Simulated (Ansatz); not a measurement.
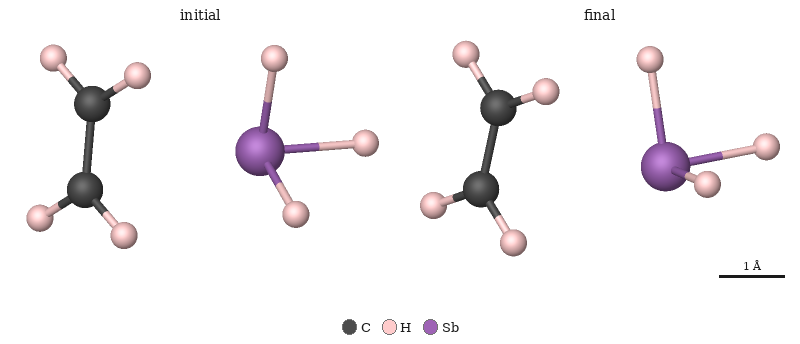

The structure of C2H7Sb before (left) and after (right) a relaxation, at one scale.

Style: ball-and-stick. Shown at a tilt.

Method: RKS PBE0-D4/def2-TZVP in Ansatz 0.2.0.

Input
```yaml
crystal:
  periodic: [false, false, false]
  atoms:
    - {symbol: C, position_ang: [0.345962, 0.322691, -1.607304]}
    - {symbol: C, position_ang: [-0.788803, -0.379940, -1.462419]}
    - {symbol: H, position_ang: [0.381133, 1.410828, -1.432873]}
    - {symbol: H, position_ang: [1.292089, -0.159039, -1.904304]}
    - {symbol: H, position_ang: [-0.824989, -1.468249, -1.635013]}
    - {symbol: H, position_ang: [-1.732727, 0.104943, -1.164249]}
    - {symbol: Sb, position_ang: [0.426901, -0.640639, 2.016074]}
    - {symbol: H, position_ang: [1.340795, 0.758838, 1.558590]}
    - {symbol: H, position_ang: [0.603354, -0.222249, 3.696762]}
    - {symbol: H, position_ang: [-1.043714, 0.272815, 1.934837]}
basis:
  gaussian: {orbitals: def2-TZVP}
hamiltonian: {xc: pbe0, dispersion: d4}
relax: {f_tol: 0.005, max_steps: 200}
```

Run as
```bash
ansatz run in.yaml --threads 4 --pin off --events-out ev --progress --plain --max-ram 9574MiB
```

Summarise the run.

H8 moves most after the best rigid fit: 0.63 Å. Largest moves by element: H 0.63 Å, Sb 0.27 Å, C 0.14 Å. Some distances before and after: Sb7–H9 1.741 → 1.713 Å, Sb7–H10 1.733 → 1.706 Å, C1–C2 1.343 → 1.324 Å, C1–H3 1.103 → 1.085 Å. After 24 accepted moves (28 points after the start) the energy has fallen by 0.053 eV. The largest force component goes from 0.64 to 0.0022 eV/Å. The line search rejected the trial steps at points 5, 10, 11, 14 of the run. The forces were under the threshold at step 12, but the run went on from there. The run took 2.9 min on 4 threads of AMD EPYC 7R43 64-Core, on a shared host.

Limits of the set-up: the start holds two separate molecules, 3.2 Å apart at their closest, whose relative position is a soft coordinate.
